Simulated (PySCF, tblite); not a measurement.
# C4H9P: dynamics, then NMR shifts on frames, part 2 of 2

tblite 0.8.0 and PySCF 2.14.0. Atoms count from 0.

### Step 5. Nuclear shieldings: 625 fs, PBE0/pcSseg-1

The job: settings as JSON, then the geometry in Å.

```
{"job": {"kind": "nmr", "xc": "PBE0", "basis": "pcSseg-1", "pop": false}, "charge": 0, "multiplicity": 1}
C      2.739900     0.171100    -0.035500
C      1.496200    -0.659100     0.304400
C      0.280400    -0.698800    -0.240000
P     -1.225500    -1.626800     0.125800
C     -2.195500    -0.130600     0.413400
H      3.060100     0.613900     0.915700
H      2.438100     0.914100    -0.777200
H      3.457100    -0.561100    -0.453600
H      1.618100    -1.217000     1.234200
H      0.012100    -0.166200    -1.169500
H     -1.071700    -1.938900     1.522500
H     -1.744700     0.562400     1.109800
H     -2.257700     0.528700    -0.500900
H     -3.247100    -0.462100     0.620900
```

With the program's defaults for keys left out, this is: GIAO PBE0/pcSseg-1 NMR shielding, non-relativistic, gas phase.

The program printed:

```text
coarse grid: 11552 points
cycle   1  E = -498.7207953826  dE =  2.805e-01  |g| = 3.680e-01  |ddm| = 3.229e+00
cycle   2  E = -498.7134218023  dE =  7.374e-03  |g| = 4.064e-01  |ddm| = 7.128e-01
cycle   3  E = -498.7576727141  dE = -4.425e-02  |g| = 4.075e-02  |ddm| = 4.037e-01
cycle   4  E = -498.7579631494  dE = -2.904e-04  |g| = 2.648e-02  |ddm| = 6.936e-02
cycle   5  E = -498.7581296743  dE = -1.665e-04  |g| = 7.486e-03  |ddm| = 2.686e-02
cycle   6  E = -498.7581448086  dE = -1.513e-05  |g| = 1.598e-03  |ddm| = 9.286e-03
cycle   7  E = -498.7581453339  dE = -5.252e-07  |g| = 3.474e-04  |ddm| = 1.543e-03
final grid: 105112 points
cycle   8  E = -498.7893652504  dE = -2.161e-05  |g| = 7.195e-03  |ddm| = 2.767e-02
cycle   9  E = -498.7893602414  dE =  5.009e-06  |g| = 8.416e-03  |ddm| = 1.337e-02
cycle  10  E = -498.7893788326  dE = -1.859e-05  |g| = 4.464e-04  |ddm| = 7.724e-03
cycle  11  E = -498.7893788758  dE = -4.322e-08  |g| = 2.018e-04  |ddm| = 5.572e-04
cycle  12  E = -498.7893788846  dE = -8.862e-09  |g| = 7.213e-05  |ddm| = 2.188e-04
cycle  13  E = -498.7893788860  dE = -1.360e-09  |g| = 1.737e-05  |ddm| = 8.750e-05
cycle  14  E = -498.7893788861  dE = -7.685e-11  |g| = 2.592e-06  |ddm| = 1.608e-05
converged SCF energy = -498.7893788861

GIAO shielding tensors (ppm)
atom      isotropic    diamagn.    paramagn.     s11        s22        s33       span
  0 C      159.822     250.797     -90.975    145.944    155.568    177.953     32.009
  1 C       47.028     257.356    -210.328    -61.139     51.328    150.894    212.034
  2 C       49.516     263.343    -213.827    -51.667     58.513    141.700    193.366
  3 P      408.474     966.321    -557.847    353.222    393.505    478.695    125.473
  4 C      174.534     253.718     -79.184    162.922    167.248    193.431     30.509
  5 H       29.251      29.064       0.187     25.399     27.850     34.505      9.106
  6 H       29.462      30.832      -1.370     26.006     29.089     33.292      7.287
  7 H       28.979      27.280       1.699     25.053     27.205     34.680      9.626
  8 H       25.571      33.582      -8.011     22.629     24.046     30.038      7.409
  9 H       25.915      34.870      -8.955     23.413     24.608     29.724      6.312
 10 H       27.177      30.182      -3.006     23.700     25.890     31.941      8.241
 11 H       30.202      32.380      -2.178     25.627     28.601     36.377     10.750
 12 H       29.917      30.928      -1.011     26.465     27.771     35.517      9.052
 13 H       29.538      27.937       1.602     24.602     26.486     37.526     12.923
```

Wall time 15 s (1 thread of Intel Xeon Platinum 8259CL at 2.50GHz, shared host); peak memory 0.68 GiB.

In short: δ C1 139.9, C2 137.4, C0 27.1, C4 12.4, H8 6.15, H9 5.80 ppm.

### Step 6. NMR shieldings: 800 fs, PBE0/pcSseg-1

The job: settings as JSON, then the geometry in Å.

```
{"job": {"kind": "nmr", "xc": "PBE0", "basis": "pcSseg-1", "pop": false}, "charge": 0, "multiplicity": 1}
C      3.035400    -0.191100     0.037800
C      1.739100    -0.968400     0.403500
C      0.488500    -0.773600    -0.034600
P     -1.101600    -1.462200     0.430200
C     -2.229100    -0.023300     0.130000
H      3.107700     0.659800     0.710700
H      2.876200     0.196700    -1.000900
H      4.051800    -0.736800     0.197300
H      1.893500    -1.837500     1.034900
H      0.428300     0.153700    -0.693000
H     -0.876400    -1.201600     1.715200
H     -1.905900     0.779200     0.822800
H     -2.107000     0.337500    -0.889800
H     -3.256200    -0.387800     0.214700
```

Level: GIAO PBE0/pcSseg-1 NMR shielding, non-relativistic, gas phase.

The program printed:

```text
coarse grid: 11552 points
cycle   1  E = -498.7150051836  dE =  2.375e-01  |g| = 3.443e-01  |ddm| = 3.211e+00
cycle   2  E = -498.7121561680  dE =  2.849e-03  |g| = 3.640e-01  |ddm| = 6.449e-01
cycle   3  E = -498.7476660732  dE = -3.551e-02  |g| = 2.927e-02  |ddm| = 3.466e-01
cycle   4  E = -498.7478729267  dE = -2.069e-04  |g| = 1.454e-02  |ddm| = 5.709e-02
cycle   5  E = -498.7479199028  dE = -4.698e-05  |g| = 6.423e-03  |ddm| = 1.962e-02
cycle   6  E = -498.7479300262  dE = -1.012e-05  |g| = 1.772e-03  |ddm| = 6.949e-03
cycle   7  E = -498.7479307584  dE = -7.322e-07  |g| = 3.152e-04  |ddm| = 1.815e-03
final grid: 105112 points
cycle   8  E = -498.7792596284  dE = -1.899e-05  |g| = 6.956e-03  |ddm| = 2.511e-02
cycle   9  E = -498.7792548283  dE =  4.800e-06  |g| = 8.185e-03  |ddm| = 1.277e-02
cycle  10  E = -498.7792724283  dE = -1.760e-05  |g| = 4.371e-04  |ddm| = 7.140e-03
cycle  11  E = -498.7792724645  dE = -3.624e-08  |g| = 2.443e-04  |ddm| = 5.892e-04
cycle  12  E = -498.7792724790  dE = -1.452e-08  |g| = 5.331e-05  |ddm| = 2.443e-04
cycle  13  E = -498.7792724798  dE = -7.728e-10  |g| = 1.288e-05  |ddm| = 7.812e-05
converged SCF energy = -498.7792724798

GIAO shielding tensors (ppm)
atom      isotropic    diamagn.    paramagn.     s11        s22        s33       span
  0 C      156.592     250.285     -93.693    138.398    148.299    183.077     44.679
  1 C       43.221     253.569    -210.348    -76.215     46.976    158.904    235.119
  2 C       49.123     265.534    -216.412    -55.673     64.089    138.953    194.625
  3 P      440.689     966.546    -525.858    340.636    465.767    515.663    175.026
  4 C      179.077     254.784     -75.707    155.283    183.727    198.221     42.938
  5 H       29.432      30.563      -1.130     25.356     28.488     34.454      9.098
  6 H       28.705      29.411      -0.706     24.894     28.320     32.902      8.009
  7 H       27.838      25.722       2.116     24.499     25.708     33.307      8.808
  8 H       25.654      31.983      -6.329     23.150     23.906     29.905      6.755
  9 H       25.546      35.674     -10.128     23.045     23.698     29.895      6.849
 10 H       28.281      32.059      -3.779     23.115     28.272     33.455     10.340
 11 H       28.981      31.245      -2.264     23.334     27.771     35.837     12.503
 12 H       30.895      32.125      -1.230     26.851     29.078     36.755      9.903
 13 H       30.320      28.967       1.353     25.261     27.659     38.041     12.780
```

Wall time 14 s (1 thread of Intel Xeon Platinum 8259CL at 2.50GHz, shared host); peak memory 0.68 GiB.

This run: δ C1 143.7, C2 137.8, C0 30.3, C4 7.8, H9 6.17, H8 6.06 ppm.

### Step 7. Shielding tensors: 1000 fs, PBE0/pcSseg-1

The job: settings as JSON, then the geometry in Å.

```
{"job": {"kind": "nmr", "xc": "PBE0", "basis": "pcSseg-1", "pop": false}, "charge": 0, "multiplicity": 1}
C      2.943500    -0.046900     0.470600
C      1.588800    -0.576000     0.752400
C      0.602700    -0.775800    -0.094800
P     -0.926900    -1.642000     0.475300
C     -2.178000    -0.254800     0.387200
H      3.283300     0.645500     1.269300
H      2.873500     0.600800    -0.404400
H      3.736300    -0.791700     0.246800
H      1.434100    -1.001900     1.761300
H      0.754600    -0.522600    -1.090400
H     -0.739200    -1.369900     1.817200
H     -1.631500     0.689600     0.623900
H     -2.487300    -0.138800    -0.696200
H     -3.013800    -0.433000     1.058900
```

Method: GIAO PBE0/pcSseg-1 NMR shielding, non-relativistic, gas phase.

The program printed:

```text
coarse grid: 11552 points
cycle   1  E = -498.7234206723  dE =  3.063e-01  |g| = 3.716e-01  |ddm| = 3.221e+00
cycle   2  E = -498.7179206964  dE =  5.500e-03  |g| = 4.000e-01  |ddm| = 6.754e-01
cycle   3  E = -498.7605526523  dE = -4.263e-02  |g| = 3.283e-02  |ddm| = 3.728e-01
cycle   4  E = -498.7608043937  dE = -2.517e-04  |g| = 1.737e-02  |ddm| = 6.428e-02
cycle   5  E = -498.7608715369  dE = -6.714e-05  |g| = 6.904e-03  |ddm| = 2.099e-02
cycle   6  E = -498.7608833283  dE = -1.179e-05  |g| = 1.836e-03  |ddm| = 7.470e-03
cycle   7  E = -498.7608841026  dE = -7.743e-07  |g| = 2.791e-04  |ddm| = 1.893e-03
final grid: 105112 points
cycle   8  E = -498.7918447181  dE = -2.318e-05  |g| = 7.167e-03  |ddm| = 3.002e-02
cycle   9  E = -498.7918395431  dE =  5.175e-06  |g| = 8.439e-03  |ddm| = 1.319e-02
cycle  10  E = -498.7918583104  dE = -1.877e-05  |g| = 4.376e-04  |ddm| = 7.448e-03
cycle  11  E = -498.7918583473  dE = -3.692e-08  |g| = 2.210e-04  |ddm| = 5.789e-04
cycle  12  E = -498.7918583586  dE = -1.134e-08  |g| = 7.122e-05  |ddm| = 2.460e-04
cycle  13  E = -498.7918583600  dE = -1.333e-09  |g| = 1.379e-05  |ddm| = 8.289e-05
cycle  14  E = -498.7918583600  dE = -4.491e-11  |g| = 3.286e-06  |ddm| = 1.428e-05
converged SCF energy = -498.7918583600

GIAO shielding tensors (ppm)
atom      isotropic    diamagn.    paramagn.     s11        s22        s33       span
  0 C      165.498     248.522     -83.024    150.561    158.238    187.696     37.135
  1 C       42.290     256.402    -214.112    -71.239     56.460    141.649    212.888
  2 C       48.951     261.113    -212.162    -66.027     60.167    152.715    218.742
  3 P      385.949     965.926    -579.977    295.610    345.694    516.542    220.932
  4 C      170.616     256.036     -85.421    156.678    173.382    181.786     25.108
  5 H       29.412      27.882       1.530     25.547     27.468     35.220      9.673
  6 H       29.849      30.782      -0.933     26.206     29.367     33.972      7.766
  7 H       29.174      26.464       2.711     25.353     26.697     35.473     10.120
  8 H       25.091      32.785      -7.693     21.706     23.431     30.137      8.431
  9 H       26.292      35.865      -9.572     23.231     26.352     29.294      6.064
 10 H       27.940      32.022      -4.082     23.867     28.379     31.573      7.706
 11 H       29.409      32.572      -3.163     24.751     28.927     34.550      9.799
 12 H       29.344      30.171      -0.827     25.472     27.104     35.458      9.986
 13 H       30.273      30.020       0.253     26.128     27.206     37.484     11.356
```

Run time: 18 s. Hardware: 1 thread of Intel Xeon Platinum 8259CL at 2.50GHz, shared host; peak memory 0.68 GiB.

In short: δ C1 144.6, C2 138.0, C0 21.4, C4 16.3, H8 6.63, H9 5.42 ppm.

### Step 8. Side by side: NMR shifts

Shifts (ppm) of some atoms, chosen among heavy atoms and hydrogens apart, with basis size and wall time:

```tsv
frame	C1	C2	C0	C4	H10	H7	P3	functions	time
250 fs	151.0	138.7	25.2	12.0	5.69	1.58	-81.5	137	15 s
425 fs	158.2	145.3	34.0	16.3	2.87	2.11	-118.4	137	15 s
625 fs	139.9	137.4	27.1	12.4	4.54	2.74	-90.1	137	15 s
800 fs	143.7	137.8	30.3	7.8	3.44	3.88	-122.3	137	14 s
1000 fs	144.6	138.0	21.4	16.3	3.78	2.54	-67.6	137	18 s
```

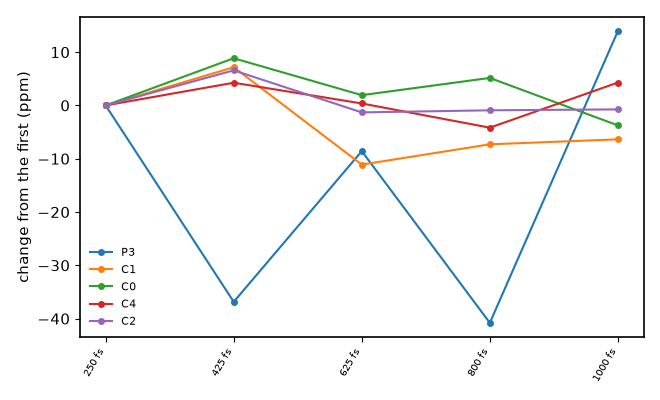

How five of the tabulated atoms move from run to run.

### Step 9. Outcome

This closing draws on all 2 parts.

```
                                        quantity                                                     value
                                      thermostat                                                     300 K
                   mean temperature, second half                                                     272 K
         mean potential energy above the minimum                                                   0.47 eV
  13C shifts against TMS (PBE0/pcSseg-1, 250 fs)                              151.0, 138.7, 25.2, 12.0 ppm
   1H shifts against TMS (PBE0/pcSseg-1, 250 fs)  6.86, 6.45, 5.69, 2.85, 1.98, 1.67, 1.58, 1.19, 0.91 ppm
31P shifts against H3PO4 (PBE0/pcSseg-1, 250 fs)                                                 -81.5 ppm
                        range of the shift of P3                                       -122.3 to -67.6 ppm
```

What this shows: In the second half the potential energy averages 0.47 eV above the minimum; equipartition over 36 harmonic modes at 300 K would give 0.47 eV. With 14 atoms the temperature swings widely (99 to 434 K). Shifts at one fixed geometry are not the observed spectrum, which averages over the motion. In ppm, P3 moves most: its shift spreads over 54.7 ppm, from -122.3 (800 fs) to -67.6 (1000 fs).
